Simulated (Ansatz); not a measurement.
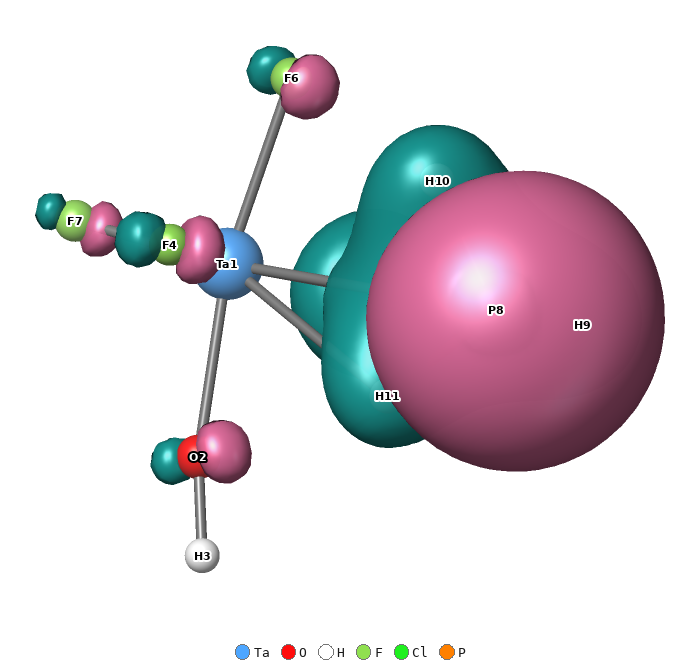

Figure. ClF₃H₄OPTa. The HOMO at ±0.1 Å⁻³ᐟ² (teal and pink are the two phases), seen at a tilt.

Core potentials replace the inner electrons of Ta.

Computed with Ansatz 0.2.0, RKS LDA/def2-SVP.

The calculation's input:

```
crystal:
  periodic: [false, false, false]
  atoms:
    - { symbol: Ta, position_ang: [-0.029521, -0.26043, -0.184485] }
    - { symbol: O, position_ang: [1.899609, -0.616332, -0.06761] }
    - { symbol: H, position_ang: [2.470775, -0.236129, 0.630669] }
    - { symbol: F, position_ang: [0.234379, 0.662562, 1.442138] }
    - { symbol: Cl, position_ang: [0.031618, -0.870429, -2.409957] }
    - { symbol: F, position_ang: [-1.239264, 1.110387, -0.588614] }
    - { symbol: F, position_ang: [-0.939258, -1.709425, 0.503553] }
    - { symbol: P, position_ang: [1.780426, 2.65827, -1.604178] }
    - { symbol: H, position_ang: [1.435295, 1.864048, -2.760831] }
    - { symbol: H, position_ang: [0.392174, 2.85455, -1.249061] }
    - { symbol: H, position_ang: [1.895266, 1.474729, -0.801025] }
basis:
  gaussian: { orbitals: def2-SVP }
hamiltonian:
  xc: lda
relax:
  f_tol: 0.03
  max_steps: 50
output:
  orbitals: {}
```

Launched as:

```sh
ansatz run input.yaml --threads 4 --pin off --max-ram 5120MiB --backend cpu --events-out ev --progress --plain --runs-dir out
```

The fields are those of the run's last geometry, not of the input's.

**What is the character of this orbital?**

Its weight (Hirshfeld) is mainly on P8 (about 65 %) and Cl5 (about 15 %); largely a lone pair of P8. Its energy is −7.23 eV.
